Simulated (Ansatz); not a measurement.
```xyz
10

Si    0.0924   -0.0088   -0.2576
Cl    1.0069   -1.3653   -1.5822
O    -0.3591    1.2843   -1.1986
H    -0.5266    1.0864   -2.1272
N     1.0700    0.6807    0.9522
N    -1.1094   -0.9588    0.5010
H     1.6706    1.4713    0.7475
H     1.3997    0.1282    1.7351
H    -1.5110   -1.7672    0.0406
H    -1.7335   -0.5508    1.1893
```

Theory: RKS B3LYP-D4/def2-SVP (Ansatz).

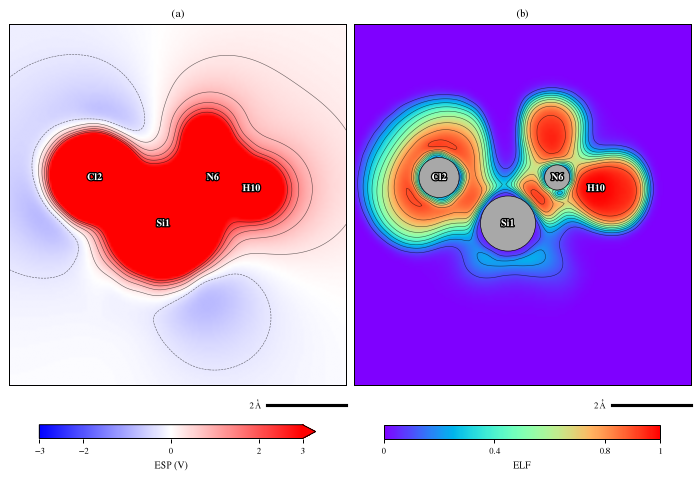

ClH$_{5}$N$_{2}$OSi. (a) electrostatic potential; (b) electron localisation function on the plane of atoms Si1, N6 and H10. Grey discs cover the atomic cores in the ELF map.

Question: Read the bonding off the picture.

Answer: The section cuts through Si, Cl, N and H sites.
Si–N (1.71 Å): the ELF peaks at about 0.90 between the atoms: a shared but strongly polarised pair.
Si–Cl (2.10 Å): the ELF peaks at about 0.90 between the atoms, as expected for a polar covalent bond.
N–H (1.01 Å): the ELF climbs to about 1 towards the hydrogen, as it does in any bond to H; a covalent bond by its length.
The ELF also peaks beside Cl2, away from the bonds: lone-pair regions.
Outside the dense part of the molecule the potential is most negative (−0.8 V) near N5, which lies off the plane.
